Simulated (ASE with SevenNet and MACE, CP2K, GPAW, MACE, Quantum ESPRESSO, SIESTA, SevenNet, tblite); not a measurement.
# Machine-learned potentials on twisted graphene bilayer, 46.83° (76 atoms): settings against a plane-wave reference

Aim: run twisted graphene bilayer, 46.83° (76 atoms) in machine-learned potentials and see how near its forces come to a plane-wave reference, and at what cost.

Main program and level: ASE with SevenNet and MACE; the method is named at each step.

**1. Starting point**

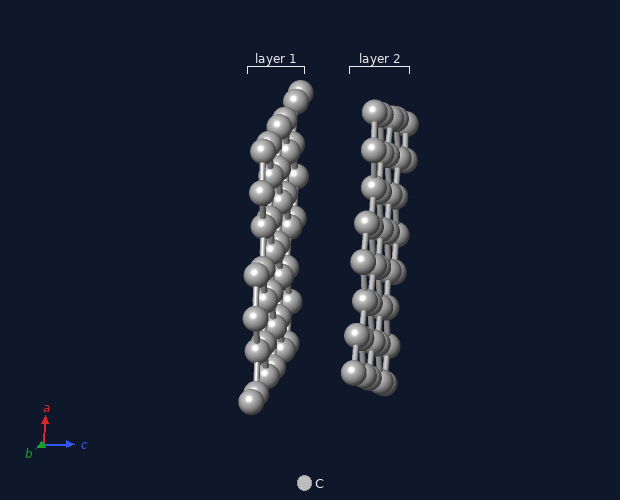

The cell as given, from the side, with the c axis across the page (carbon light grey).

The cell holds 76 atoms: 76 C. Its edges and angles: a = 10.723 Å, b = 10.723 Å, c = 17.430 Å, α = 90.0°, β = 90.0°, γ = 120.0°. It derives from C (graphene). Graphene (a = 2.46 Å) under graphene (a = 2.46 Å), bilayer, commensurate cell of 19 unit cells a layer, twist 46.83 deg; facing planes 3.43 Å apart as built; 14 Å of vacuum; minimised with a classical potential. Then every atom was moved at random, 0.02 Å r.m.s. a Cartesian component. Regions: layer 1, 38 atoms (38 C); layer 2, 38 atoms (38 C). Vacuum lies along c.

The yardstick, on the same geometry:

```
method                 : Kohn-Sham DFT, PBE, SSSP efficiency 1.3.0 pseudopotentials, plane waves (Quantum ESPRESSO 7.5); sssp-pbe-1.3.0-efficiency, cutoffs 45/360 Ry, Γ point
r.m.s. force component : 1.21 eV/Å
longest force          : 4.887 eV/Å
time                   : 2.1 min on 4 MPI ranks of Arm Neoverse V1, shared host
CPU time               : 8.3 min
```

**2. SevenNet 0 potential**

Method: machine-learned interatomic potential SevenNet 0, trained on PBE(+U) plane-wave data.

run.py

```python
import numpy as np
from ase.io import read
import mlip  # loads the published weights by name

atoms = read("structure.xyz")
atoms.calc = mlip.calc("7net-0")
energy = atoms.get_potential_energy()
forces = atoms.get_forces()
print(f"energy {energy:.6f} eV")
print("forces (eV/A)")
for i, (a, f) in enumerate(zip(atoms, forces)):
    print(f"{i:4d} {a.symbol:2s} {f[0]:10.5f} {f[1]:10.5f} {f[2]:10.5f}")
```

structure.xyz

```xyz
76
Lattice="10.72290 0.00000 0.00000 -5.36145 9.28630 0.00000 0.00000 0.00000 17.43000" Properties=species:S:1:pos:R:3 pbc="T T T"
C -2.26082 7.17942 7.00198
C -1.42507 6.04260 7.02568
C 2.82827 0.30961 7.01540
C -1.71872 8.46437 7.03789
C 0.60799 1.31643 7.02690
C 1.39167 0.19771 6.99379
C 0.26271 3.74888 7.03056
C 1.16461 2.61725 7.00181
C 0.03871 6.18579 7.00599
C 0.86512 5.08351 7.01714
C -0.25644 8.65010 7.00215
C 0.54338 7.48039 7.02812
C 2.55226 2.75822 7.00337
C 3.41481 1.61507 7.00616
C 2.24725 5.20525 7.00442
C 3.08943 4.07882 6.99971
C 1.96679 7.65934 6.99030
C 2.82012 6.50505 7.01505
C 7.06698 0.80930 7.01558
C 2.52814 8.98190 7.04381
C 4.79024 1.78706 7.04172
C 5.65327 0.64196 7.01191
C 4.52185 4.20744 7.02115
C 5.31845 3.12837 7.00076
C 4.25774 6.65642 6.99048
C 5.08185 5.52507 7.04782
C 3.94378 9.12360 7.00878
C 4.77003 7.99950 7.03353
C 6.76620 3.27946 7.02255
C 7.59390 2.12721 6.99849
C 6.48741 5.67922 7.02133
C 7.30004 4.54286 7.02812
C -4.54136 8.13777 7.03701
C -3.69243 6.99686 7.02290
C 9.05565 2.23995 7.04102
C 9.87649 1.18800 7.03614
C -1.97907 4.74818 7.02952
C -1.09840 3.57643 7.05863
C 7.90369 0.34201 10.44946
C 7.35789 1.62705 10.41338
C 6.21896 4.23492 10.38462
C 5.64175 5.55135 10.37242
C 5.90515 1.79105 10.41233
C 5.34070 3.10562 10.39647
C 0.27510 8.61648 10.42837
C 5.09038 0.65747 10.38532
C 4.21340 5.68219 10.39612
C 3.70417 7.01218 10.39996
C 3.95380 3.23525 10.41355
C 3.39905 4.57536 10.39037
C 3.66621 0.83363 10.39874
C 3.08793 2.10511 10.39787
C 2.24227 7.16271 10.40954
C 1.70285 8.51452 10.45504
C 1.96899 4.72998 10.40571
C 1.40207 6.01854 10.43743
[... 16 atom lines left out ...]
C 8.21245 2.77735 10.39612
C 7.59755 4.10167 10.41983
C 6.48349 6.67276 10.42000
C 5.93727 7.97489 10.39316
```

On the command line:

```sh
$ OMP_NUM_THREADS=1 python run.py > output.txt
```

Log:

```text
energy -698.031860 eV
forces (eV/A)
   0 C    -0.95316   -0.60447    0.26995
   1 C     1.17434   -0.50798   -0.30067
   2 C    -0.77826    0.82388   -0.14075
   3 C     1.84121    0.50883   -0.42566
   4 C    -2.15034    1.06512   -0.23062
   5 C     1.30947   -2.50012    0.32094
   6 C     2.52637    0.66212   -0.10397
   7 C    -1.22124    0.03228    0.16435
   8 C    -2.54815    0.42386    0.20532
   9 C    -1.19626   -2.18641   -0.13406
  10 C    -1.95426   -1.12937    0.29673
  11 C     1.51524    1.08938   -0.48950
  12 C     0.49973    0.73181   -0.15178
  13 C    -1.19540   -0.15438    0.12760
  14 C     1.00086    0.48438    0.05536
  15 C     0.80566   -0.94152    0.02481
  16 C     0.27475   -0.29157    0.49398
  17 C     0.44365    0.73065   -0.45001
  18 C    -0.97073    1.26321   -0.02549
  19 C     0.90154   -1.49064   -0.57110
  20 C     0.99444    0.42126   -0.50642
  21 C    -0.10249    0.86096    0.04429
  22 C    -2.23657    2.56249   -0.07027
  23 C     2.52781   -2.99821    0.26832
[...]
68 C     0.13151    1.60339    0.27620
  69 C    -0.01444   -0.29553   -0.16774
  70 C    -1.36065   -0.92610    0.20861
  71 C    -2.03598   -0.69476    0.01289
  72 C    -1.22446    0.05260    0.41058
  73 C     2.02157   -0.82124   -0.22677
  74 C     0.95367    0.56782   -0.30797
  75 C    -0.69276    0.67554    0.78576
```

Wall time 15 s (1 thread of Arm Neoverse V1, shared host); peak memory 0.85 GiB.

Banners, paths, timers and routine set-up lines are dropped from the logs unmarked, and long logs keep their key lines alone; longer cuts are marked.

Compared with the plane-wave run:

| Item | Value |
| --- | --- |
| r.m.s. force component | 1.066 eV/Å |
| r.m.s. difference of force components | 161.8 meV/Å |
| longest difference of force vectors | 529.2 meV/Å |
| force difference over r.m.s. force | 13.37 % |
| slope of forces against the reference's | 0.8789 |
| correlation of force components | 0.9979 |

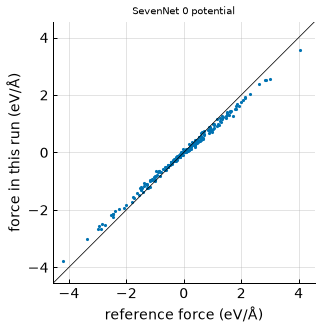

Force components against those of the reference; the line marks equality.

The surroundings of C48, picked at random, nearest first, numbered as they follow in the input and with coordinates relative to it.

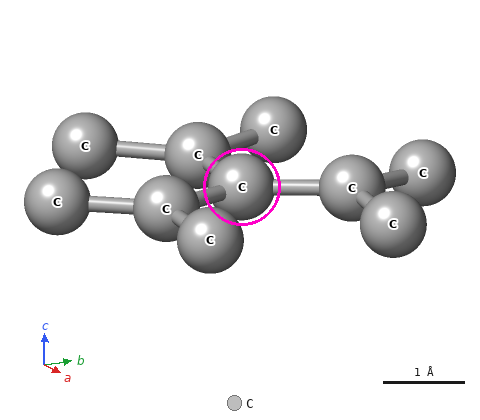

The atoms of the table, within 2.5 Å (arrows a, b, c point along x, y, z); some may hide others; the central atom is ringed.

| atom | x | y | z | distance (Å) | Fx | Fy | Fz (eV/Å) |
| --- | --- | --- | --- | --- | --- | --- | --- |
| C48 | 0.00 | 0.00 | 0.00 | 0.00 | -2.68 | -0.86 | 0.42 |
| C67 | 0.79 | 1.14 | 0.07 | 1.39 | 1.44 | 0.11 | -0.96 |
| C47 | 0.51 | -1.33 | 0.00 | 1.42 | 1.77 | 1.61 | -0.16 |
| C53 | -1.46 | 0.15 | 0.01 | 1.47 | 1.24 | 1.16 | 0.35 |
| C42 | 1.94 | -1.46 | -0.03 | 2.43 | -0.15 | -0.99 | 0.40 |
| C76 | 2.23 | 0.96 | -0.01 | 2.43 | -0.69 | 0.68 | 0.79 |
| C68 | 0.23 | 2.43 | -0.02 | 2.44 | 1.36 | 0.27 | 0.79 |
| C50 | -0.31 | -2.44 | -0.01 | 2.46 | -1.57 | -1.83 | 0.23 |
| C54 | -2.00 | 1.50 | 0.06 | 2.50 | -1.00 | -2.66 | -0.15 |
| C56 | -2.30 | -0.99 | 0.04 | 2.51 | -0.40 | 0.61 | -0.34 |

Atoms are counted from 1 here, from 0 in the log.

Forces lie 13 % from the reference's, at 0.025 times its CPU time (on 1 against 4 cores).

**3. MACE MPA-0 medium potential**

Method: machine-learned interatomic potential MACE MPA-0 medium, trained on PBE(+U) plane-wave data.

Edit run.py of step 2 so:

```diff
@@ -5,3 +5,3 @@
 atoms = read("structure.xyz")
-atoms.calc = mlip.calc("7net-0")
+atoms.calc = mlip.calc("mace-mpa-0-medium")
 energy = atoms.get_potential_energy()
```

structure.xyz is that of step 2.

Log:

```text
energy -698.085960 eV
forces (eV/A)
   0 C    -0.82049   -0.62601    0.28140
   1 C     1.10788   -0.58758   -0.24330
   2 C    -0.75898    0.85771   -0.11018
   3 C     1.81159    0.62079   -0.38030
   4 C    -2.12427    1.12128   -0.19215
   5 C     1.33788   -2.55691    0.32388
   6 C     2.41063    0.53590   -0.09742
   7 C    -1.15605    0.07118    0.19626
   8 C    -2.68269    0.59541    0.24477
   9 C    -1.12984   -2.31944   -0.08895
  10 C    -2.00518   -1.19594    0.31792
  11 C     1.64181    1.21786   -0.44464
  12 C     0.42677    0.71459   -0.14573
  13 C    -1.20681   -0.13937    0.14095
  14 C     1.12472    0.57021    0.02489
  15 C     0.67953   -0.93382    0.10007
  16 C     0.27070   -0.28063    0.49637
  17 C     0.45133    0.69611   -0.36777
  18 C    -1.00978    1.22491   -0.01299
  19 C     0.78840   -1.52908   -0.52062
  20 C     0.92740    0.35889   -0.47893
  21 C    -0.00224    0.78023    0.05655
  22 C    -2.25472    2.75536   -0.05529
  23 C     2.63688   -3.10186    0.31727
[...]
68 C     0.22402    1.72153    0.25687
  69 C    -0.14018   -0.19450   -0.20902
  70 C    -1.24325   -0.98180    0.19290
  71 C    -2.17250   -0.80217   -0.05157
  72 C    -1.02496    0.06383    0.38532
  73 C     1.97503   -0.90389   -0.23161
  74 C     0.81444    0.54380   -0.26055
  75 C    -0.67969    0.78786    0.69457
```

Elapsed: 11 s, on 1 thread; peak memory 1 GiB.

Against the reference:

| Quantity | Value |
| --- | --- |
| r.m.s. force component | 1.088 eV/Å |
| r.m.s. difference of force components | 146.8 meV/Å |
| longest difference of force vectors | 420.2 meV/Å |
| force difference over r.m.s. force | 12.13 % |
| slope of forces against the reference's | 0.8969 |
| correlation of force components | 0.9975 |

Against the first run (13 %), the force difference from the reference is 12 %, at 0.81 times the CPU time.

**4. MACE MP-0b3 medium potential**

Method: machine-learned interatomic potential MACE MP-0b3 medium, trained on PBE(+U) plane-wave data.

Edit run.py of step 3 so:

```diff
@@ -5,3 +5,3 @@
 atoms = read("structure.xyz")
-atoms.calc = mlip.calc("mace-mpa-0-medium")
+atoms.calc = mlip.calc("mace-mp-0b3-medium")
 energy = atoms.get_potential_energy()
```

structure.xyz is that of step 3.

Log:

```text
energy -694.700948 eV
forces (eV/A)
   0 C    -0.82885   -0.57379    0.26739
   1 C     1.05409   -0.56086   -0.26992
   2 C    -0.68914    0.77587   -0.13680
   3 C     1.70678    0.58154   -0.42417
   4 C    -1.94916    1.00613   -0.24034
   5 C     1.24335   -2.30426    0.32338
   6 C     2.19727    0.51156   -0.11974
   7 C    -1.14091    0.04390    0.16011
   8 C    -2.45445    0.48466    0.19971
   9 C    -1.06967   -2.06273   -0.10066
  10 C    -1.89438   -1.07780    0.29880
  11 C     1.53017    1.07146   -0.47066
  12 C     0.49581    0.65425   -0.17354
  13 C    -1.12143   -0.10972    0.12384
  14 C     0.93775    0.53668    0.02328
  15 C     0.68328   -0.91236    0.03596
  16 C     0.26035   -0.24663    0.46421
  17 C     0.39813    0.59510   -0.42785
  18 C    -0.89570    1.11299   -0.04121
  19 C     0.76198   -1.36447   -0.57363
  20 C     0.85359    0.29938   -0.50470
  21 C    -0.05994    0.72928    0.05890
  22 C    -1.96344    2.36660   -0.05195
  23 C     2.28784   -2.69655    0.29580
[...]
68 C     0.21862    1.52641    0.29307
  69 C    -0.10755   -0.22482   -0.18616
  70 C    -1.19221   -0.87747    0.21632
  71 C    -1.97470   -0.68361   -0.01034
  72 C    -1.05487    0.09282    0.42642
  73 C     1.87550   -0.85237   -0.22593
  74 C     0.75532    0.54513   -0.28203
  75 C    -0.66215    0.69073    0.79169
```

Elapsed: 8 s, on 1 thread; peak memory 1.1 GiB.

Compared with the plane-wave run:

```
r.m.s. force component                  : 0.9882 eV/Å
r.m.s. difference of force components   : 228.6 meV/Å
longest difference of force vectors     : 1020 meV/Å
force difference over r.m.s. force      : 18.89 %
slope of forces against the reference's : 0.8156
correlation of force components         : 0.9988
```

Against the first run (13 %), the force difference from the reference is 19 %, at 0.65 times the CPU time.

**5. All runs compared**

Differences are against the plane-wave reference, forces as r.m.s. over components; share is that over the reference's r.m.s. force, slope the least-squares factor from reference forces to these. Total energies of different programs have different zeros and aren't compared.

| run | Δ force, r.m.s. (meV/Å) | share (%) | slope | cores | CPU time | memory (GiB) |
| --- | --- | --- | --- | --- | --- | --- |
| reference | - | - | - | 4 | 8.3 min | 3.5 |
| SevenNet 0 potential | 162 | 13.4 | 0.879 | 1 | 12 s | 0.85 |
| MACE MPA-0 medium potential | 147 | 12.1 | 0.897 | 1 | 10 s | 1.0 |
| MACE MP-0b3 medium potential | 229 | 18.9 | 0.816 | 1 | 8 s | 1.1 |

Times of the machine-learned potentials are mostly Python's start and the loading of weights.

CPU time is summed over cores on a shared host, where runs went side by side, so it is rough. Symmetry, cutoffs, thresholds, outputs and thread counts weren't matched or tuned between programs; memory under MPI is the largest rank's times the ranks.

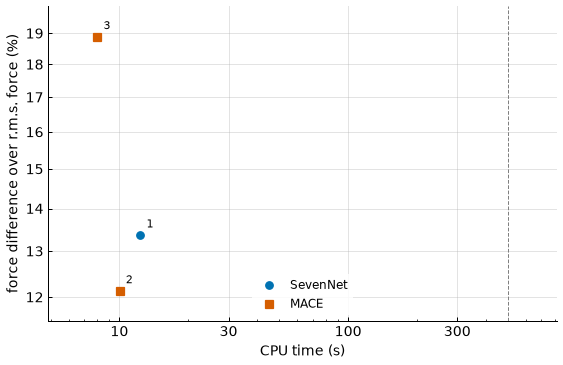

Force difference against CPU time; the dashed line marks the reference's time. Points: 1 SevenNet 0 potential; 2 MACE MPA-0 medium potential; 3 MACE MP-0b3 medium potential.

**6. What came out**

```yaml
nearest_in_forces: MACE MPA-0 medium potential, 12 %
its_cpu_time: 10 s
```

What this shows: Machine-learned potentials differ by 12 % (MACE MPA-0 medium potential) to 19 % (MACE MP-0b3 medium potential); they were trained on other programs' data. Among those trained on PBE data the slope goes as low as 0.82, which softening far from their training structures can give, though the reference's k-sampling is untested too. Machine-learned potentials mimic data converged in k, so the reference's own k-point error enters their differences. The reference's PBE has no dispersion term, which matters for the binding between molecules or layers. One k-point is far too coarse for the carbon or group-IV sheet, and it can put spurious forces of up to about 1 eV/Å on the sheet's atoms. The electronic-structure runs sample only Γ, in a cell whose shortest periodic width is 9 Å.

[Also dropped from logs without a mark: logging warnings of Python, and SIESTA's first energy breakdown and zero terms.]

[Logs are printed without paths, hosts, clocks, repeated set-up lines and the standing remarks that a program may print on its own settings, such as how far it seeks lower states.]

[Hosts, paths, dates, database ids (printed as entryN), source tags and the programs' standing remarks are cut or masked in the printed files.]
